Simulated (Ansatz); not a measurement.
# Si2H3F3 (SMILES F[Si](F)(F)[SiH3]): levels of theory compared

Wanted: a comparison of 6 runs (HF/STO-3G, HF/3-21G, HF/def2-SVP, B3LYP/6-31G*, revPBE-D3(BJ)-ATM/cc-pV(T+d)Z, CCSD/Sapporo-DZP) of Si2H3F3. 

Program for the calculation: Ansatz 0.2.0.

3 further runs of the same task are left out: 2 that didn't finish, 1 set aside as unsound or not needed.

## 1. The system as given

Si2H3F3: 8 atoms, total charge 0, spin state singlet. SMILES: `F[Si](F)(F)[SiH3]`. The shape is that of a PBE0-D4/def2-TZVP optimisation.

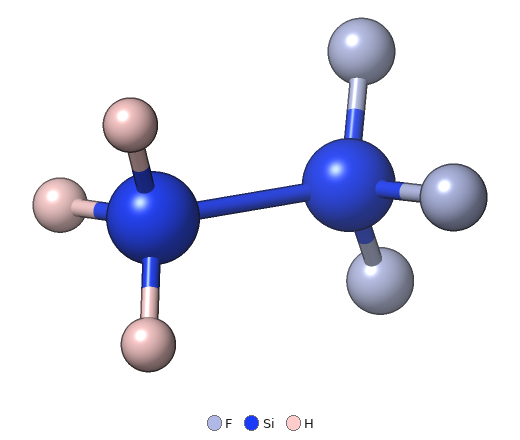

Viewed from a chosen angle; fluorine light blue, silicon blue, hydrogen pink.

## 2. Energy and forces at HF/STO-3G (run 1)

File in.yaml:

```yaml
crystal:
  periodic: [false, false, false]
  atoms:
    - symbol: F
      position_ang: [1.310500, -1.060500, 1.504800]
    - symbol: Si
      position_ang: [0.534400, -0.990500, 0.128500]
    - symbol: F
      position_ang: [-0.479300, -2.204500, 0.107900]
    - symbol: F
      position_ang: [1.595600, -1.255900, -1.013900]
    - symbol: Si
      position_ang: [-0.550700, 1.050400, -0.152600]
    - symbol: H
      position_ang: [-1.525600, 1.227900, 0.951900]
    - symbol: H
      position_ang: [0.460600, 2.135800, -0.122800]
    - symbol: H
      position_ang: [-1.253300, 1.040400, -1.459500]
basis:
  gaussian: {orbitals: STO-3G}
output: {forces: true, orbitals: {seedname: orbitals}}
accuracy: high
hamiltonian: {xc: hf}
```

Launch:

```
$ ansatz run in.yaml --threads 1 --pin off --max-ram 2610MiB --events-out events.jsonl --progress --plain --runs-dir runs
```

Log:

```text
Warning: RAYON_NUM_THREADS=1 ignored (pool sized by the plan → 1); use --threads N
Functional definition: HF
  name "HF"
  exchange = exact_x
  correlation = 0
752 factors; integrals over basis functions are off by at most 3.1e-8 eV
mean field evaluation 1: about -23592.4444 eV, gradient 2.8e1 eV
mean field evaluation 2: about -23592.5116 eV, gradient 2.8e1 eV
mean field evaluation 4: about -23596.0439 eV, gradient 1.5e0 eV
mean field evaluation 8: about -23596.0595 eV, gradient 4.2e-6 eV
mean field -23596.05946924 eV, -867.1391915110 hartree, gradient 2.6e-8 eV, S^2 0.000000; 0 other end points of the search recorded, 0 dependent functions left out
the calculation of the forces begins
reference -23596.05946924 eV, -867.1391915110 hartree; 29, 29 occupied and 7, 7 virtual orbitals, 752 factors
Total energy: -23596.05946924 eV, -867.1391915110 hartree
Atom 0 at     1.310500    -1.060500     1.504800 Å, force     0.547036    -0.220651     0.825133 eV/Å
Atom 1 at     0.534400    -0.990500     0.128500 Å, force    -1.325711     2.486185    -0.345375 eV/Å
Atom 2 at    -0.479300    -2.204500     0.107900 Å, force    -0.490474    -0.881754     0.012965 eV/Å
Atom 3 at     1.595600    -1.255900    -1.013900 Å, force     0.710637    -0.333503    -0.637197 eV/Å
Atom 4 at    -0.550700     1.050400    -0.152600 Å, force     0.040408    -0.077639     0.011130 eV/Å
Atom 5 at    -1.525600     1.227900     0.951900 Å, force     1.037337    -0.048792    -1.289881 eV/Å
Atom 6 at     0.460600     2.135800    -0.122800 Å, force    -1.243313    -1.090606    -0.055595 eV/Å
Atom 7 at    -1.253300     1.040400    -1.459500 Å, force     0.724081     0.166758     1.478819 eV/Å
Dipole moment:    -0.154720     0.291165    -0.040049 e Å
```

It took 1.5 s on 1 thread of Intel Xeon Platinum 8488C (Sapphire Rapids), shared host; peak memory 0.11 GiB.

## 3. Energy and forces at HF/3-21G (run 2)

File job.yaml:

```yaml
crystal:
  periodic: [false, false, false]
  atoms:
    - {symbol: F, position_ang: [1.310500, -1.060500, 1.504800]}
    - {symbol: Si, position_ang: [0.534400, -0.990500, 0.128500]}
    - {symbol: F, position_ang: [-0.479300, -2.204500, 0.107900]}
    - {symbol: F, position_ang: [1.595600, -1.255900, -1.013900]}
    - {symbol: Si, position_ang: [-0.550700, 1.050400, -0.152600]}
    - {symbol: H, position_ang: [-1.525600, 1.227900, 0.951900]}
    - {symbol: H, position_ang: [0.460600, 2.135800, -0.122800]}
    - {symbol: H, position_ang: [-1.253300, 1.040400, -1.459500]}
basis:
  gaussian:
    orbitals: 3-21G.json
hamiltonian:
  xc: hf
output: {forces: true, orbitals: {seedname: orbitals}}
accuracy: high
```

The basis set 3-21G is read from a file made from the Basis Set Exchange's data (not shown).

Launch:

```
$ ansatz run job.yaml --threads 1 --pin off --max-ram 2610MiB --events-out events.jsonl --progress --plain --runs-dir runs
```

Log, cut to the lines that bear on the results:

```text
Warning: RAYON_NUM_THREADS=1 ignored (pool sized by the plan → 1); use --threads N
[... 2 set-up lines as earlier in the session ...]
[...]
1294 factors; integrals over basis functions are off by at most 7.9e-9 eV
[...]
mean field -23767.05060911 eV, -873.4229999992 hartree, gradient 1.9e-8 eV, S^2 0.000000; 0 other end points of the search recorded, 0 dependent functions left out
[...]
reference -23767.05060911 eV, -873.4229999992 hartree; 29, 29 occupied and 30, 30 virtual orbitals, 1294 factors
Total energy: -23767.05060911 eV, -873.4229999992 hartree
Atom 0 at     1.310500    -1.060500     1.504800 Å, force     0.700714    -0.232293     1.099517 eV/Å
Atom 1 at     0.534400    -0.990500     0.128500 Å, force    -1.014860     1.900975    -0.265068 eV/Å
Atom 2 at    -0.479300    -2.204500     0.107900 Å, force    -0.693695    -1.121301     0.008533 eV/Å
Atom 3 at     1.595600    -1.255900    -1.013900 Å, force     0.920966    -0.384132    -0.865296 eV/Å
Atom 4 at    -0.550700     1.050400    -0.152600 Å, force     0.000998    -0.003073     0.000783 eV/Å
Atom 5 at    -1.525600     1.227900     0.951900 Å, force     0.052935    -0.045959    -0.030135 eV/Å
Atom 6 at     0.460600     2.135800    -0.122800 Å, force    -0.010773    -0.074506     0.004593 eV/Å
Atom 7 at    -1.253300     1.040400    -1.459500 Å, force     0.043713    -0.039711     0.047074 eV/Å
Dipole moment:    -0.264377     0.497464    -0.068449 e Å
```

Run time: 1.6 s. Hardware: 1 thread of Intel Xeon Platinum 8488C (Sapphire Rapids), shared host; peak memory 0.16 GiB.

## 4. Energy and forces at HF/def2-SVP (run 3)

File molecule.yaml:

```yaml
crystal:
  periodic: [false, false, false]
  atoms:
    - {symbol: F, position_ang: [1.310500, -1.060500, 1.504800]}
    - {symbol: Si, position_ang: [0.534400, -0.990500, 0.128500]}
    - {symbol: F, position_ang: [-0.479300, -2.204500, 0.107900]}
    - {symbol: F, position_ang: [1.595600, -1.255900, -1.013900]}
    - {symbol: Si, position_ang: [-0.550700, 1.050400, -0.152600]}
    - {symbol: H, position_ang: [-1.525600, 1.227900, 0.951900]}
    - {symbol: H, position_ang: [0.460600, 2.135800, -0.122800]}
    - {symbol: H, position_ang: [-1.253300, 1.040400, -1.459500]}
basis:
  gaussian: {orbitals: def2-SVP}
hamiltonian: {xc: hf}
accuracy: high
output: {forces: true, orbitals: {seedname: orbitals}}
```

Launch:

```
$ ansatz run molecule.yaml --threads 1 --pin off --max-ram 2610MiB --events-out events.jsonl --progress --plain --runs-dir runs
```

Log, cut to the lines that bear on the results:

```text
Warning: RAYON_NUM_THREADS=1 ignored (pool sized by the plan → 1); use --threads N
[... 2 set-up lines as earlier in the session ...]
[...]
1901 factors; integrals over basis functions are off by at most 5.2e-9 eV
[...]
mean field -23883.07008021 eV, -877.6866369215 hartree, gradient 6.0e-9 eV, S^2 0.000000; 0 other end points of the search recorded, 0 dependent functions left out
[...]
reference -23883.07008021 eV, -877.6866369215 hartree; 29, 29 occupied and 64, 64 virtual orbitals, 1901 factors
Total energy: -23883.07008021 eV, -877.6866369215 hartree
Atom 0 at     1.310500    -1.060500     1.504800 Å, force     0.223313    -0.050607     0.370161 eV/Å
Atom 1 at     0.534400    -0.990500     0.128500 Å, force    -0.194938     0.360229    -0.052232 eV/Å
Atom 2 at    -0.479300    -2.204500     0.107900 Å, force    -0.249420    -0.350916    -0.000931 eV/Å
Atom 3 at     1.595600    -1.255900    -1.013900 Å, force     0.297091    -0.101848    -0.297100 eV/Å
Atom 4 at    -0.550700     1.050400    -0.152600 Å, force    -0.111420     0.208270    -0.028340 eV/Å
Atom 5 at    -1.525600     1.227900     0.951900 Å, force     0.057571    -0.007420    -0.067632 eV/Å
Atom 6 at     0.460600     2.135800    -0.122800 Å, force    -0.062769    -0.061863    -0.002254 eV/Å
Atom 7 at    -1.253300     1.040400    -1.459500 Å, force     0.040572     0.004154     0.078327 eV/Å
Dipole moment:    -0.221262     0.416410    -0.057265 e Å
```

Wall time 5.4 s (1 thread of Intel Xeon Platinum 8488C (Sapphire Rapids), shared host); peak memory 0.29 GiB.

Runs 4 to 5 aren't shown in full; the table further down has their settings and results.

## 5. A single-point energy at CCSD/Sapporo-DZP (density fitting with def2-universal-jkfit) (run 6)

File in.yaml:

```yaml
crystal:
  periodic: [false, false, false]
  atoms:
    - {symbol: F, position_ang: [1.310500, -1.060500, 1.504800]}
    - {symbol: Si, position_ang: [0.534400, -0.990500, 0.128500]}
    - {symbol: F, position_ang: [-0.479300, -2.204500, 0.107900]}
    - {symbol: F, position_ang: [1.595600, -1.255900, -1.013900]}
    - {symbol: Si, position_ang: [-0.550700, 1.050400, -0.152600]}
    - {symbol: H, position_ang: [-1.525600, 1.227900, 0.951900]}
    - {symbol: H, position_ang: [0.460600, 2.135800, -0.122800]}
    - {symbol: H, position_ang: [-1.253300, 1.040400, -1.459500]}
basis:
  gaussian: {orbitals: Sapporo-DZP.json, fitting: {mean_field: def2-universal-jkfit}}
correlation: {method: ccsd, electrons: all}
accuracy: high
output: {orbitals: {seedname: orbitals}}
```

The basis set Sapporo-DZP is read from a file made from the Basis Set Exchange's data (not shown).

Launch:

```
$ ansatz run in.yaml --threads 1 --pin off --max-ram 2610MiB --events-out events.jsonl --progress --plain --runs-dir runs
```

Log, cut to the lines that bear on the results:

```text
Warning: RAYON_NUM_THREADS=1 ignored (pool sized by the plan → 1); use --threads N
[... 2 set-up lines as earlier in the session ...]
[...]
541 factors; integrals over basis functions are off by at most 1.6e-1 eV
[...]
mean field -23893.45311777 eV, -878.0682065138 hartree, gradient 2.3e-8 eV, S^2 0.000000; 0 other end points of the search recorded, 0 dependent functions left out
reference -23893.45311777 eV, -878.0682065138 hartree; 29, 29 occupied and 64, 64 virtual orbitals, 541 factors
second order -21.77266585 eV of doubles, -0.00000000 eV of singles
cycle   1  -21.95921572 eV  change   -1.9e-1 eV  update   1.1e-1
[...]
cycle  19  -22.57159640 eV  change   7.7e-11 eV  update   2.6e-9
Total energy: -23916.02471417 eV, -878.8976973819 hartree
```

Run time: 25 s. Hardware: 1 thread of Intel Xeon Platinum 8488C (Sapphire Rapids), shared host; peak memory 0.63 GiB.

## 6. All runs side by side

```tsv
run	level	Cartesian functions	accuracy	energy (Eh)	dipole moment (D)	HOMO energy (eV)	LUMO energy (eV)	wall time
1	HF/STO-3G	no	high	-867.139192	1.60	-8.60	10.29	1.5 s
2	HF/3-21G	no	high	-873.423000	2.73	-12.56	3.35	1.6 s
3	HF/def2-SVP	no	high	-877.686637	2.28	-12.60	3.31	5.4 s
4	B3LYP/6-31G* (Cartesian functions)	yes	high	-880.501622	1.93	-8.99	0.01	11 s
5	revPBE-D3(BJ)-ATM/cc-pV(T+d)Z	no	medium	-880.441983	1.78	-7.95	-1.01	5.4 s
6	CCSD/Sapporo-DZP (density fitting with def2-universal-jkfit)	no	high	-878.897697	–	-12.58	2.98	25 s
```

## 7. Outcome

| quantity | value |
| --- | --- |
| run 6: total energy | -878.89770 Eh |
| run 6: HOMO energy (Hartree–Fock orbitals) | -12.58 eV |
| run 6: LUMO energy (Hartree–Fock orbitals) | 2.98 eV |
| run 6: HOMO–LUMO gap (Hartree–Fock orbitals) | 15.56 eV |
| run 6: correlation energy | -829.5 mEh |
| run 6: T1 diagnostic | 0.010 |

**Reading.** Over runs 1, 2, 3, 4, 5 the dipole moment (its size) runs from 1.60 D (HF/STO-3G) to 2.73 D (HF/3-21G). Over runs 1, 2, 3, 4, 5 the HOMO–LUMO gap runs from 6.95 eV (revPBE-D3(BJ)-ATM/cc-pV(T+d)Z) to 18.88 eV (HF/STO-3G). The two ends differ in method and basis. Totals of different functionals can't be ranked against each other. In run 1 the basis is minimal, so the values are rough. All runs together took 49 s, the longest 25 s.
